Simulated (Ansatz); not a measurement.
**GaHCl2O (SMILES [OH][Ga]([Cl])[Cl]): levels of theory compared**

We compute a comparison of 3 runs (HF/def2-SVP, B3LYP/6-31G*, r2SCAN0/def2-SVP) of GaHCl2O. 

The calculation is run with Ansatz 0.2.0.

79 further runs of the same task are left out: 79 set aside as unsound or not needed. Runs told in other sessions of the task aren't counted.

## 1. The system as given

GaHCl2O has 5 atoms, charge 0, and is taken as a singlet. SMILES: `[OH][Ga]([Cl])[Cl]`. The O1–H5 distance was set to 1.442 Å, away from the relaxed value. At this shape a bond of the SMILES string is far longer than usual.

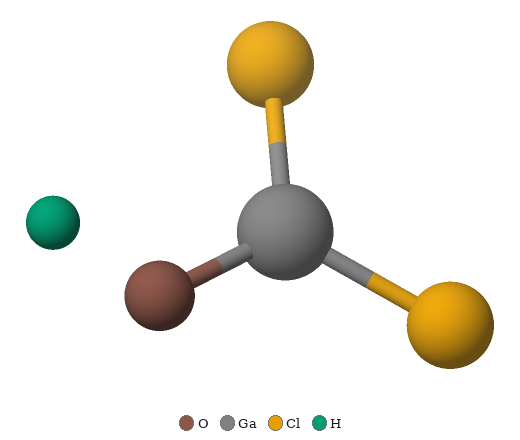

The structure, seen from a chosen angle (oxygen brown, gallium grey, chlorine amber, hydrogen teal).

## 2. A single-point energy at HF/def2-SVP (run 1)

molecule.yaml

```yaml
crystal:
  periodic: [false, false, false]
  atoms:
    - {symbol: O, position_ang: [0.589329, 1.113215, 0.491835]}
    - {symbol: Ga, position_ang: [0.453329, -0.635885, 0.302735]}
    - {symbol: Cl, position_ang: [1.834829, -1.876285, 1.303635]}
    - {symbol: Cl, position_ang: [-1.073071, -1.477685, -0.909865]}
    - {symbol: H, position_ang: [-0.415200, 1.837400, -0.246000]}
basis:
  gaussian: {orbitals: def2-SVP}
total_charge: 0
hamiltonian: {xc: hf}
accuracy: high
output: {orbitals: {seedname: orbitals}}
```

The run is started by

```
$ ansatz run molecule.yaml --threads 1 --pin off --max-ram 3480MiB --events-out events.jsonl --progress --plain --runs-dir runs
```

The program printed:

```text
Warning: RAYON_NUM_THREADS=1 ignored (pool sized by the plan → 1); use --threads N
Functional definition: HF
  name "HF"
  exchange = exact_x
  correlation = 0
1680 factors; integrals over basis functions are off by at most 1.1e-8 eV
mean field evaluation 1: about -79375.7938 eV, gradient 3.9e1 eV
mean field evaluation 2: about -79375.8341 eV, gradient 3.9e1 eV
mean field evaluation 4: about -79379.3840 eV, gradient 2.9e0 eV
mean field evaluation 8: about -79379.4375 eV, gradient 2.0e-1 eV
mean field -79379.43769096 eV, -2917.1405298273 hartree, gradient 4.2e-8 eV, S^2 0.000000; 0 other end points of the search recorded, 0 dependent functions left out
reference -79379.43769096 eV, -2917.1405298273 hartree; 37, 37 occupied and 50, 50 virtual orbitals, 1680 factors
Total energy: -79379.43769096 eV, -2917.1405298273 hartree
```

Wall time 2.1 s (1 thread of Arm Neoverse V2, shared host); peak memory 0.25 GiB.

## 3. The energy at B3LYP/6-31G(d) (spherical functions) (run 2)

in.yaml

```yaml
basis:
  gaussian: {orbitals: 6-31G_st_-spherical.json}
crystal:
  periodic: [false, false, false]
  atoms:
    - {symbol: O, position_ang: [0.589329, 1.113215, 0.491835]}
    - {symbol: Ga, position_ang: [0.453329, -0.635885, 0.302735]}
    - {symbol: Cl, position_ang: [1.834829, -1.876285, 1.303635]}
    - {symbol: Cl, position_ang: [-1.073071, -1.477685, -0.909865]}
    - {symbol: H, position_ang: [-0.415200, 1.837400, -0.246000]}
output: {orbitals: {seedname: orbitals}}
accuracy: high
hamiltonian: {xc: {name: B3LYP}}
```

The basis set 6-31G* is read from a file made from the Basis Set Exchange's data (not shown).

The run is started by

```
$ ansatz run in.yaml --threads 1 --pin off --max-ram 3480MiB --events-out events.jsonl --progress --plain --runs-dir runs
```

The program printed:

```text
Warning: RAYON_NUM_THREADS=1 ignored (pool sized by the plan → 1); use --threads N
Functional definition: B3LYP
  name "B3LYP"
  parameter a0 = 0.2
  parameter ax = 0.72
  parameter ac = 0.81
  exchange = (1 - a0 - ax)*slater_x + ax*b88_x + a0*exact_x
  correlation = (1 - ac)*vwn_rpa_c + ac*lyp_c
1704 factors; integrals over basis functions are off by at most 1.2e-8 eV
mean field evaluation 1: about -79473.8819 eV, gradient 6.1e1 eV
mean field evaluation 2: about -79409.2520 eV, gradient 1.6e2 eV
mean field evaluation 4: about -79480.8909 eV, gradient 1.3e1 eV
mean field evaluation 8: about -79481.2779 eV, gradient 6.4e-1 eV
mean field evaluation 16: about -79481.2789 eV, gradient 2.4e-4 eV
mean field -79481.27885063 eV, -2920.8831234149 hartree, gradient 6.7e-8 eV, S^2 0.000000; 0 other end points of the search recorded, 0 dependent functions left out
reference -79481.27888970 eV, -2920.8831248506 hartree; 37, 37 occupied and 47, 47 virtual orbitals, 1704 factors
Total energy: -79481.27888970 eV, -2920.8831248506 hartree
```

Run time: 7.8 s. Hardware: 1 thread of Arm Neoverse V2, shared host; peak memory 0.3 GiB.

## 4. The energy at r2SCAN0/def2-SVP (run 3)

molecule.yaml: that of step 2 with these lines changed.

```diff
@@ -10,4 +10,3 @@
   gaussian: {orbitals: def2-SVP}
-total_charge: 0
-hamiltonian: {xc: hf}
+hamiltonian: {xc: {name: r2SCAN0}}
 accuracy: high
```

The run is started by

```
$ ansatz run molecule.yaml --threads 1 --pin off --max-ram 3480MiB --events-out events.jsonl --progress --plain --runs-dir runs
```

The program printed:

```text
Warning: RAYON_NUM_THREADS=1 ignored (pool sized by the plan → 1); use --threads N
Functional definition: r2SCAN0
  name "r2SCAN0"
  parameter a = 0.25
  parameter k0 = 0.174
  parameter k1 = 0.065
  parameter a1 = 4.9479
  exchange = (1 - a)*r2scan_x(k0 = k0, k1 = k1, a1 = a1) + a*exact_x
  correlation = r2scan_c
1680 factors; integrals over basis functions are off by at most 1.1e-8 eV
mean field evaluation 1: about -79462.2166 eV, gradient 5.3e1 eV
mean field evaluation 2: about -79429.1872 eV, gradient 1.3e2 eV
mean field evaluation 4: about -79467.7377 eV, gradient 7.9e0 eV
mean field evaluation 8: about -79467.9198 eV, gradient 4.7e-1 eV
mean field evaluation 16: about -79467.9202 eV, gradient 6.8e-5 eV
mean field -79467.92019579 eV, -2920.3922019045 hartree, gradient 6.2e-8 eV, S^2 0.000000; 0 other end points of the search recorded, 0 dependent functions left out
reference -79467.92019642 eV, -2920.3922019276 hartree; 37, 37 occupied and 50, 50 virtual orbitals, 1680 factors
Total energy: -79467.92019642 eV, -2920.3922019276 hartree
```

Run time: 16 s. Hardware: 1 thread of Arm Neoverse V2, shared host; peak memory 0.36 GiB.

## 5. All runs side by side

```csv
run,level,energy (Eh),HOMO energy (eV),LUMO energy (eV),HOMO–LUMO gap (eV),wall time
1,HF/def2-SVP,-2917.140530,-12.56,1.32,13.89,2.1 s
2,B3LYP/6-31G* (spherical functions),-2920.883125,-8.88,-2.91,5.97,7.8 s
3,r2SCAN0/def2-SVP,-2920.392202,-9.37,-2.30,7.07,16 s
```

## 6. Results

| quantity | value |
| --- | --- |
| run 3: total energy | -2920.39220 Eh |
| run 3: HOMO energy | -9.37 eV |
| run 3: LUMO energy | -2.30 eV |
| run 3: HOMO–LUMO gap | 7.07 eV |

What this shows: The HOMO–LUMO gap runs from 5.97 eV (B3LYP/6-31G*) to 13.89 eV (HF/def2-SVP). The two ends differ in method and basis. Totals of different functionals can't be ranked against each other. In all runs a closed-shell determinant meets a far-stretched bond; if it breaks into open shells, such a determinant describes it badly, and no broken-symmetry solution was shown. All runs together took 26 s, the longest 16 s.
